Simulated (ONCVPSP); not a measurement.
# How the radius of the p waves shapes an ONCV potential for Ge

One potential is built and tested. Then the radius of the p waves is changed, to learn what it costs or gains.

Method: ONCVPSP 4.0.1, PBEsol, scalar-relativistic.

**1. Starting point**

The settings as typed:

- element: germanium (Ge, Z = 32)
- type: optimised norm-conserving Vanderbilt (ONCV)
- frozen core: [Ne]
- valence charge: 22
- reference configuration: 3s2 3p6 3d10 4s2 4p0.5 (charge +1.5)
- partial waves: 3s+4s: rc 0.85 bohr, ncon 4, nbas 7, qcut 11.9 1/bohr, 2 projectors; 3p+4p: rc 1.10 bohr, ncon 5, nbas 9, qcut 15.2 1/bohr, 2 projectors; 3d: rc 0.70 bohr, ncon 3, nbas 8, qcut 20.2 1/bohr, 2 projectors, debl 2.4 Ha
- local potential: polynomial inside 0.60 bohr (lpopt 5, dvloc0 0 Ha)
- core correction: not asked for

The nodes and maxima of the atom's own shells, from an earlier all-electron run, set the scale for the radii.

All-electron outer shells of the reference configuration (PBEsol, scalar-relativistic, ld1.x):

| shell | level (eV) | outermost node (bohr) | outermost maximum (bohr) |
| --- | --- | --- | --- |
| 2s | -1384.97 | 0.06 | 0.18 |
| 2p | -1212.43 | – | 0.14 |
| 3s | -182.43 | 0.26 | 0.54 |
| 3p | -129.74 | 0.23 | 0.54 |
| 3d | -43.58 | – | 0.50 |
| 4s | -24.47 | 0.77 | 1.69 |
| 4p | -15.41 | 0.82 | 2.03 |

**2. Generation of the first potential**

The input, Ge.dat:

```
# ATOM AND REFERENCE CONFIGURATION
# atsym  z   nc   nv     iexc    psfile
  Ge 32.00    3    5  -116133      upf
#
#   n    l    f
    1    0    2.00
    2    0    2.00
    2    1    6.00
    3    0    2.00
    3    1    6.00
    3    2   10.00
    4    0    2.00
    4    1    0.50
#
# PSEUDOPOTENTIAL AND OPTIMIZATION
# lmax
    2
#
#   l,   rc,      ep,       ncon, nbas, qcut
    0    0.85    0.00    4    7   11.90
    1    1.10    0.00    5    9   15.20
    2    0.70    0.00    3    8   20.20
#
# LOCAL POTENTIAL
# lloc, lpopt,  rc(5),   dvloc0
    4    5    0.60    0.00
#
# VANDERBILT-KLEINMAN-BYLANDER PROJECTORs
# l, nproj, debl
    0    2    2.10
    1    2    3.70
    2    2    2.40
#
# MODEL CORE CHARGE
# icmod, fcfact, rcfact
    0    0.00    0.00
#
# LOG DERIVATIVE ANALYSIS
# epsh1, epsh2, depsh
   -8.00    5.00    0.04
#
# OUTPUT GRID
# rlmax, drl
    6.00    0.01
#
# TEST CONFIGURATIONS
# ncnf
    4
# nvcnf
#   n    l    f
    5
    3    0    2.00
    3    1    6.00
    3    2   10.00
    4    0    2.00
    4    1    2.00
#
    5
    3    0    2.00
    3    1    6.00
    3    2   10.00
    4    0    2.00
    4    1    1.00
#
    5
    3    0    2.00
    3    1    6.00
    3    2   10.00
    4    0    2.00
    4    1    0.00
#
    5
    3    0    2.00
    3    1    6.00
    3    2    9.00
    4    0    2.00
    4    1    3.00
#
```

Launch:

```
oncvpsp.x < Ge.dat > Ge.out
```

What the program wrote to Ge.out (without the consistency checks and plot data):

```text
ONCVPSP  (Optimized Norm-Conservinng Vanderbilt PSeudopotential)
scalar-relativistic version 4.0.1

#   n    l    f        energy (Ha)
    1    0    2.00    -4.0301145E+02
    2    0    2.00    -5.0896682E+01
    2    1    6.00    -4.4555977E+01
    3    0    2.00    -6.7040612E+00
    3    1    6.00    -4.7677337E+00
    3    2   10.00    -1.6016237E+00
    4    0    2.00    -8.9913721E-01
    4    1    0.50    -5.6639157E-01

Reference configufation results
  iterations    25
  all-electron total energy (Ha)   -2.09677555D+03

Begin loop to  construct optimized pseudo wave functions
and semi-local pseudopoentials for all angular momenta

Calculating optimized projector #   1

 for l=   0

    Fraction of norm inside rc  0.842752
    Optimizing pswf for qcut=  11.91 a_B^-1,  ecut=  70.94 Ha
    Residual kinetic energy error=  4.44D-04 Ha

    Energy error per electron        Cutoff
         Ha          eV             Ha
         0.01000     0.27211       52.93
         0.00100     0.02721       65.87
         0.00010     0.00272      150.43
         0.00001     0.00027      193.60

Calculating optimized projector #   2

 for l=   0

    Fraction of norm inside rc  0.042034
    Optimizing pswf for qcut=  11.91 a_B^-1,  ecut=  70.94 Ha
    Residual kinetic energy error=  1.58D-04 Ha

    Energy error per electron        Cutoff
         Ha          eV             Ha
         0.01000     0.27211       42.44
         0.00100     0.02721       59.96
         0.00010     0.00272       74.79
         0.00001     0.00027      171.89

Calculating optimized projector #   1

 for l=   1

    Fraction of norm inside rc  0.940237
    Optimizing pswf for qcut=  15.18 a_B^-1,  ecut= 115.29 Ha
    Residual kinetic energy error=  2.48D-08 Ha

    Energy error per electron        Cutoff
         Ha          eV             Ha
         0.01000     0.27211       48.36
         0.00100     0.02721       60.88
         0.00010     0.00272       71.72
         0.00001     0.00027       80.76

Calculating optimized projector #   2

 for l=   1

    Fraction of norm inside rc  0.040001
    Optimizing pswf for qcut=  15.18 a_B^-1,  ecut= 115.29 Ha
    Residual kinetic energy error=  3.52D-09 Ha

    Energy error per electron        Cutoff
         Ha          eV             Ha
         0.01000     0.27211       34.76
         0.00100     0.02721       48.90
         0.00010     0.00272       61.27
         0.00001     0.00027       71.80

   Wellstate for l =  2  n =  5
     eigenvalue =   0.7984
     asymptotic potential =   1.2984
     half-point radius =  4.0383

Calculating optimized projector #   1

 for l=   2

    Fraction of norm inside rc  0.558299
    Optimizing pswf for qcut=  20.21 a_B^-1,  ecut= 204.15 Ha
    Residual kinetic energy error=  1.40D-05 Ha

    Energy error per electron        Cutoff
         Ha          eV             Ha
         0.01000     0.27211      142.14
         0.00100     0.02721      167.35
         0.00010     0.00272      186.80
         0.00001     0.00027      232.92

Calculating optimized projector #   2

 for l=   2

    Fraction of norm inside rc  0.026004
    Optimizing pswf for qcut=  20.21 a_B^-1,  ecut= 204.15 Ha
    Residual kinetic energy error=  1.51D-06 Ha

    Energy error per electron        Cutoff
         Ha          eV             Ha
         0.01000     0.27211      107.23
         0.00100     0.02721      141.86
         0.00010     0.00272      168.77
         0.00001     0.00027      189.20

Construct Vanderbilt / Kleinmman-Bylander projectors

B matrix Hermiticity error, ll=   0
   1   2    1.1616E-03

  Orthonormal projector coefficients  3.6256E+01  5.7389E+00

B matrix Hermiticity error, ll=   1
   1   2    5.8584E-04

  Orthonormal projector coefficients  1.4329E+01  2.0338E+00

B matrix Hermiticity error, ll=   2
   1   2   -2.7624E-04

  Orthonormal projector coefficients -2.0498E+01 -4.8960E+00

Pseudoatom total energy -292.809430

Diagnostic tests using Vanderbilt-Kleinman-Bylander pseudopotentials
  1 or more projectors used as specified by nproj input data

   l    rcore       rmatch      e in        delta e   norm test  slope test

   0   0.8510183   0.8768570  -6.7040612  -0.0000308   1.0002986   1.0003198
   0   0.8510183   0.8768570  -0.8991372   0.0000350   1.0001449   1.0001265

   1   1.1006571   1.1340755  -4.7677337   0.0000263   1.0002557   1.0002635
   1   1.1006571   1.1340755  -0.5663916   0.0000199   1.0000921   1.0000682

   2   0.7027543   0.7240914  -1.6016237  -0.0000973   1.0002260   1.0001326
   2   0.7027543   0.7240914   0.7983763  -0.0001455   1.0005399   1.0005399

 Testing for bound ghosts
   n   l    E NL Schr. Eq   E Basis Diag.   E Cutoff

   1   0       -6.704092       -6.704023    260.97
   2   0       -0.899102       -0.447593    260.97

   2   1       -4.767707       -4.767701    327.50
   3   1       -0.566372       -0.353426    327.50

   3   2       -1.601721       -1.564386    696.51

 Testing for highly-localized positive-energy ghosts
       l    <radius>/rc     E Basis Diag.   E Cutoff

Test configuration 0

   n   l     f        eae           eps        diff
   1   0  2.0000 -403.01144885
   2   0  2.0000  -50.89668181
   2   1  6.0000  -44.55597686
   3   0  2.0000   -6.70406123   -6.70409203   -3.08D-05
   3   1  6.0000   -4.76773373   -4.76770741    2.63D-05
   3   2 10.0000   -1.60162372   -1.60172105   -9.73D-05
   4   0  2.0000   -0.89913721   -0.89910218    3.50D-05
   4   1  0.5000   -0.56639157   -0.56637165    1.99D-05

    Total energies and differences
      AE_ref= -2.09677555D+03  AE_tst= -2.09677555D+03  dif=  0.00D+00
      PS_ref= -2.92809430D+02  PS_tst= -2.92809430D+02  dif= -8.53D-13
      PSP excitation error=  8.53D-13

Test configuration 1

   n   l     f        eae           eps        diff
   1   0  2.0000 -402.47925915
   2   0  2.0000  -50.36994596
   2   1  6.0000  -44.02854919
   3   0  2.0000   -6.17815540   -6.17827207   -1.17D-04
   3   1  6.0000   -4.24181632   -4.24192041   -1.04D-04
   3   2 10.0000   -1.07721084   -1.07726152   -5.07D-05
   4   0  2.0000   -0.43157489   -0.43155376    2.11D-05
   4   1  2.0000   -0.14321623   -0.14321002    6.21D-06

    Total energies and differences
      AE_ref= -2.09677555D+03  AE_tst= -2.09729404D+03  dif= -5.18D-01
      PS_ref= -2.92809430D+02  PS_tst= -2.93327968D+02  dif= -5.19D-01
      PSP excitation error=  5.21D-05

Test configuration 2

   n   l     f        eae           eps        diff
   1   0  2.0000 -402.81481964
   2   0  2.0000  -50.70273372
   2   1  6.0000  -44.36169648
   3   0  2.0000   -6.51055147   -6.51062283   -7.14D-05
   3   1  6.0000   -4.57423367   -4.57426910   -3.54D-05
   3   2 10.0000   -1.40889149   -1.40896452   -7.30D-05
   4   0  2.0000   -0.73106627   -0.73103777    2.85D-05
   4   1  1.0000   -0.41368296   -0.41366958    1.34D-05

    Total energies and differences
      AE_ref= -2.09677555D+03  AE_tst= -2.09702014D+03  dif= -2.45D-01
      PS_ref= -2.92809430D+02  PS_tst= -2.93054040D+02  dif= -2.45D-01
      PSP excitation error=  2.51D-05

Test configuration 3

   n   l     f        eae           eps        diff
   1   0  2.0000 -403.22436181
   2   0  2.0000  -51.10592045
   2   1  6.0000  -44.76566347
   3   0  2.0000   -6.91266269   -6.91263855    2.41D-05
   3   1  6.0000   -4.97630339   -4.97619369    1.10D-04
   3   2 10.0000   -1.80910453   -1.80923553   -1.31D-04
   4   0  2.0000   -1.07613442   -1.07608938    4.50D-05

    Total energies and differences
      AE_ref= -2.09677555D+03  AE_tst= -2.09645239D+03  dif=  3.23D-01
      PS_ref= -2.92809430D+02  PS_tst= -2.92486238D+02  dif=  3.23D-01
      PSP excitation error= -3.20D-05

Test configuration 4

   n   l     f        eae           eps        diff
   1   0  2.0000 -402.90718155
   2   0  2.0000  -50.84133928
   2   1  6.0000  -44.49610391
   3   0  2.0000   -6.56918476   -6.57131042   -2.13D-03
   3   1  6.0000   -4.62431295   -4.62567246   -1.36D-03
   3   2  9.0000   -1.43755547   -1.43626299    1.29D-03
   4   0  2.0000   -0.51603195   -0.51611504   -8.31D-05
   4   1  3.0000   -0.18988922   -0.18989080   -1.58D-06

    Total energies and differences
      AE_ref= -2.09677555D+03  AE_tst= -2.09620535D+03  dif=  5.70D-01
      PS_ref= -2.92809430D+02  PS_tst= -2.92239598D+02  dif=  5.70D-01
      PSP excitation error=  3.68D-04
```

Run time: 4.7 s. Hardware: 1 thread, shared host.

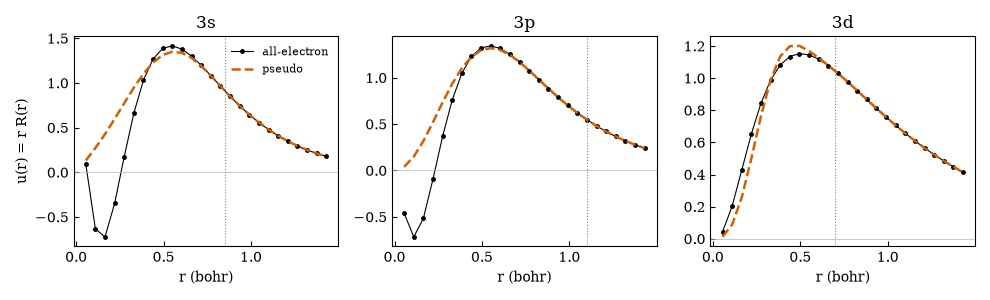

Bound waves of the atom and their pseudo partners (3s, 3p, 3d), with the matching radii dotted. The curves join 26 sampled radii, too few to resolve the innermost nodes.

**3. The configuration tests of the same run**

Energies count from the reference configuration 3s2 3p6 3d10 4s2 4p0.5; the error is all-electron less pseudo.

```tsv
valence configuration	charge	ΔE all-electron (eV)	error AE − PS (meV)
3s2 3p6 3d10 4s2 4p2	0	-14.109	+1.4
3s2 3p6 3d10 4s2 4p1	+1	-6.655	+0.7
3s2 3p6 3d10 4s2 4p0	+2	8.794	-0.9
3s2 3p6 3d9 4s2 4p3	0	15.516	+10
```

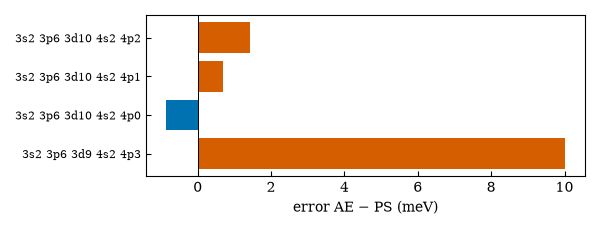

Error of the potential in each test configuration.

**4. Does it scatter like the atom?**

Taken from the files of the generation run. The phase is arctan(r·R′/R) of the radial function R, unwrapped, with energies in Ha. A pole is an energy at which the radial function vanishes at the test radius. The pseudo phase is shifted by a multiple of π to meet the all-electron one at the reference energy. Levels narrower than the energy grid can be missing from the poles. The last column is the largest difference on the grid between −0.5 and +0.5 Ha.

| channel | radius (bohr) | reference (Ha) | poles AE | poles PS | window around the reference with phases within 0.05 rad (Ha) | largest difference near zero (rad) |
| --- | --- | --- | --- | --- | --- | --- |
| s | 0.86 | -0.90 | -3.51 | -3.51 | the whole range | 0.000 |
| p | 1.11 | -0.57 | -3.94 | -3.94 | the whole range | 0.000 |
| d | 0.71 | -1.60 | 4.08 | 4.08 | the whole range | 0.000 |

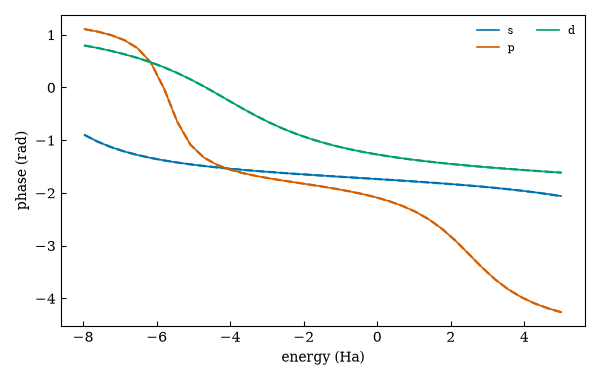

Phases by channel: all-electron solid, pseudo dashed.

**5. Plane-wave cutoff and ghosts**

From the same output: the cutoffs (Ha) at which the residual kinetic energy of the hardest occupied pseudo-wave falls to 1 and 0.1 mHa per electron are 167 Ha and 187 Ha.

The program's own ghost test: no bound ghost flagged; no localised positive-energy state flagged.

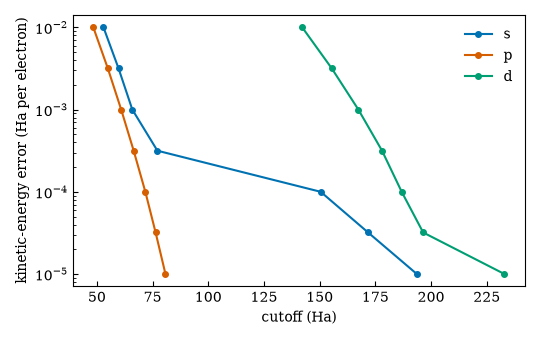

Convergence profile of the first projector's wave in each channel.

**6. Changed: radius of the p waves (bohr) = 0.8**

Changes to Ge.dat since step 2:

```diff
@@ -20,3 +20,3 @@
     0    0.85    0.00    4    7   11.90
-    1    1.10    0.00    5    9   15.20
+    1    0.80    0.00    5    9   15.20
     2    0.70    0.00    3    8   20.20
```

Launch:

```
oncvpsp.x < Ge.dat > Ge.out
```

What the program wrote to Ge.out (without the consistency checks and plot data):

```text
ONCVPSP  (Optimized Norm-Conservinng Vanderbilt PSeudopotential)
scalar-relativistic version 4.0.1

[... all-electron levels as in step 2 ...]

Begin loop to  construct optimized pseudo wave functions
and semi-local pseudopoentials for all angular momenta

Calculating optimized projector #   1

 for l=   0

    Fraction of norm inside rc  0.842752
    Optimizing pswf for qcut=  11.91 a_B^-1,  ecut=  70.94 Ha
    Residual kinetic energy error=  4.44D-04 Ha

    Energy error per electron        Cutoff
         Ha          eV             Ha
         0.01000     0.27211       52.93
         0.00100     0.02721       65.87
         0.00010     0.00272      150.43
         0.00001     0.00027      193.60

Calculating optimized projector #   2

 for l=   0

    Fraction of norm inside rc  0.042034
    Optimizing pswf for qcut=  11.91 a_B^-1,  ecut=  70.94 Ha
    Residual kinetic energy error=  1.58D-04 Ha

    Energy error per electron        Cutoff
         Ha          eV             Ha
         0.01000     0.27211       42.44
         0.00100     0.02721       59.96
         0.00010     0.00272       74.79
         0.00001     0.00027      171.89

Calculating optimized projector #   1

 for l=   1

    Fraction of norm inside rc  0.757003
    Optimizing pswf for qcut=  15.21 a_B^-1,  ecut= 115.62 Ha
    Residual kinetic energy error=  7.14D-05 Ha

    Energy error per electron        Cutoff
         Ha          eV             Ha
         0.01000     0.27211       44.63
         0.00100     0.02721       82.58
         0.00010     0.00272      110.89
         0.00001     0.00027      369.62

Calculating optimized projector #   2

 for l=   1

    Fraction of norm inside rc  0.029989
    Optimizing pswf for qcut=  15.21 a_B^-1,  ecut= 115.62 Ha
    Residual kinetic energy error=  7.40D-06 Ha

    Energy error per electron        Cutoff
         Ha          eV             Ha
         0.01000     0.27211       33.55
         0.00100     0.02721       45.52
         0.00010     0.00272       85.05
         0.00001     0.00027      112.85

   Wellstate for l =  2  n =  5
     eigenvalue =   0.7984
     asymptotic potential =   1.2984
     half-point radius =  4.0383

Calculating optimized projector #   1

 for l=   2

    Fraction of norm inside rc  0.558299
    Optimizing pswf for qcut=  20.21 a_B^-1,  ecut= 204.15 Ha
    Residual kinetic energy error=  1.40D-05 Ha

    Energy error per electron        Cutoff
         Ha          eV             Ha
         0.01000     0.27211      142.14
         0.00100     0.02721      167.35
         0.00010     0.00272      186.80
         0.00001     0.00027      232.92

Calculating optimized projector #   2

 for l=   2

    Fraction of norm inside rc  0.026004
    Optimizing pswf for qcut=  20.21 a_B^-1,  ecut= 204.15 Ha
    Residual kinetic energy error=  1.51D-06 Ha

    Energy error per electron        Cutoff
         Ha          eV             Ha
         0.01000     0.27211      107.23
         0.00100     0.02721      141.86
         0.00010     0.00272      168.77
         0.00001     0.00027      189.20

Construct Vanderbilt / Kleinmman-Bylander projectors

B matrix Hermiticity error, ll=   0
   1   2    1.1616E-03

  Orthonormal projector coefficients  3.6256E+01  5.7389E+00

B matrix Hermiticity error, ll=   1
   1   2    6.4489E-04

  Orthonormal projector coefficients  1.7347E+01  2.8629E+00

B matrix Hermiticity error, ll=   2
   1   2   -2.7624E-04

  Orthonormal projector coefficients -2.0498E+01 -4.8960E+00

Pseudoatom total energy -292.605474

Diagnostic tests using Vanderbilt-Kleinman-Bylander pseudopotentials
  1 or more projectors used as specified by nproj input data

   l    rcore       rmatch      e in        delta e   norm test  slope test

   0   0.8510183   0.8768570  -6.7040612  -0.0000308   1.0002986   1.0003198
   0   0.8510183   0.8768570  -0.8991372   0.0000350   1.0001449   1.0001265

   1   0.8016025   0.8259409  -4.7677337  -0.0000478   1.0002768   1.0003459
   1   0.8016025   0.8259409  -0.5663916   0.0000277   1.0005640   1.0001766

   2   0.7027543   0.7240914  -1.6016237  -0.0000973   1.0002260   1.0001326
   2   0.7027543   0.7240914   0.7983763  -0.0001455   1.0005399   1.0005399

 Testing for bound ghosts
   n   l    E NL Schr. Eq   E Basis Diag.   E Cutoff

   1   0       -6.704092       -6.704023    260.97
   2   0       -0.899102       -0.447593    260.97

   2   1       -4.767782       -4.766972    615.15
   3   1       -0.566364        0.327721    615.15

   3   2       -1.601721       -1.564386    696.51

 Testing for highly-localized positive-energy ghosts
       l    <radius>/rc     E Basis Diag.   E Cutoff

Test configuration 0

   n   l     f        eae           eps        diff
   1   0  2.0000 -403.01144885
   2   0  2.0000  -50.89668181
   2   1  6.0000  -44.55597686
   3   0  2.0000   -6.70406123   -6.70409203   -3.08D-05
   3   1  6.0000   -4.76773373   -4.76778155   -4.78D-05
   3   2 10.0000   -1.60162372   -1.60172105   -9.73D-05
   4   0  2.0000   -0.89913721   -0.89910218    3.50D-05
   4   1  0.5000   -0.56639157   -0.56636390    2.77D-05

    Total energies and differences
      AE_ref= -2.09677555D+03  AE_tst= -2.09677555D+03  dif=  0.00D+00
      PS_ref= -2.92605474D+02  PS_tst= -2.92605474D+02  dif= -1.71D-13
      PSP excitation error=  1.71D-13

Test configuration 1

   n   l     f        eae           eps        diff
   1   0  2.0000 -402.47925915
   2   0  2.0000  -50.36994596
   2   1  6.0000  -44.02854919
   3   0  2.0000   -6.17815540   -6.17828993   -1.35D-04
   3   1  6.0000   -4.24181632   -4.24200748   -1.91D-04
   3   2 10.0000   -1.07721084   -1.07728004   -6.92D-05
   4   0  2.0000   -0.43157489   -0.43155693    1.80D-05
   4   1  2.0000   -0.14321623   -0.14320740    8.83D-06

    Total energies and differences
      AE_ref= -2.09677555D+03  AE_tst= -2.09729404D+03  dif= -5.18D-01
      PS_ref= -2.92605474D+02  PS_tst= -2.93124006D+02  dif= -5.19D-01
      PSP excitation error=  4.47D-05

Test configuration 2

   n   l     f        eae           eps        diff
   1   0  2.0000 -402.81481964
   2   0  2.0000  -50.70273372
   2   1  6.0000  -44.36169648
   3   0  2.0000   -6.51055147   -6.51063048   -7.90D-05
   3   1  6.0000   -4.57423367   -4.57434886   -1.15D-04
   3   2 10.0000   -1.40889149   -1.40897241   -8.09D-05
   4   0  2.0000   -0.73106627   -0.73103887    2.74D-05
   4   1  1.0000   -0.41368296   -0.41366375    1.92D-05

    Total energies and differences
      AE_ref= -2.09677555D+03  AE_tst= -2.09702014D+03  dif= -2.45D-01
      PS_ref= -2.92605474D+02  PS_tst= -2.92850082D+02  dif= -2.45D-01
      PSP excitation error=  2.21D-05

Test configuration 3

   n   l     f        eae           eps        diff
   1   0  2.0000 -403.22436181
   2   0  2.0000  -51.10592045
   2   1  6.0000  -44.76566347
   3   0  2.0000   -6.91266269   -6.91262884    3.38D-05
   3   1  6.0000   -4.97630339   -4.97626053    4.29D-05
   3   2 10.0000   -1.80910453   -1.80922555   -1.21D-04
   4   0  2.0000   -1.07613442   -1.07608813    4.63D-05

    Total energies and differences
      AE_ref= -2.09677555D+03  AE_tst= -2.09645239D+03  dif=  3.23D-01
      PS_ref= -2.92605474D+02  PS_tst= -2.92282287D+02  dif=  3.23D-01
      PSP excitation error= -2.79D-05

Test configuration 4

   n   l     f        eae           eps        diff
   1   0  2.0000 -402.90718155
   2   0  2.0000  -50.84133928
   2   1  6.0000  -44.49610391
   3   0  2.0000   -6.56918476   -6.57148762   -2.30D-03
   3   1  6.0000   -4.62431295   -4.62556245   -1.25D-03
   3   2  9.0000   -1.43755547   -1.43642917    1.13D-03
   4   0  2.0000   -0.51603195   -0.51613711   -1.05D-04
   4   1  3.0000   -0.18988922   -0.18988245    6.77D-06

    Total energies and differences
      AE_ref= -2.09677555D+03  AE_tst= -2.09620535D+03  dif=  5.70D-01
      PS_ref= -2.92605474D+02  PS_tst= -2.92035548D+02  dif=  5.70D-01
      PSP excitation error=  2.73D-04
```

Wall time 4.9 s (1 thread, shared host).

The tests as a table, with energies relative to 3s2 3p6 3d10 4s2 4p0.5.

| valence configuration | charge | ΔE all-electron (eV) | error AE − PS (meV) |
| --- | --- | --- | --- |
| 3s2 3p6 3d10 4s2 4p2 | 0 | -14.109 | +1.2 |
| 3s2 3p6 3d10 4s2 4p1 | +1 | -6.656 | +0.6 |
| 3s2 3p6 3d10 4s2 4p0 | +2 | 8.794 | -0.8 |
| 3s2 3p6 3d9 4s2 4p3 | 0 | 15.516 | +7.4 |

Compared with the first run, the loose cutoff stays at 167 Ha, the largest test error goes from +10 to +7.4 meV and there is no bound ghost.

[end of part 1 of 2]
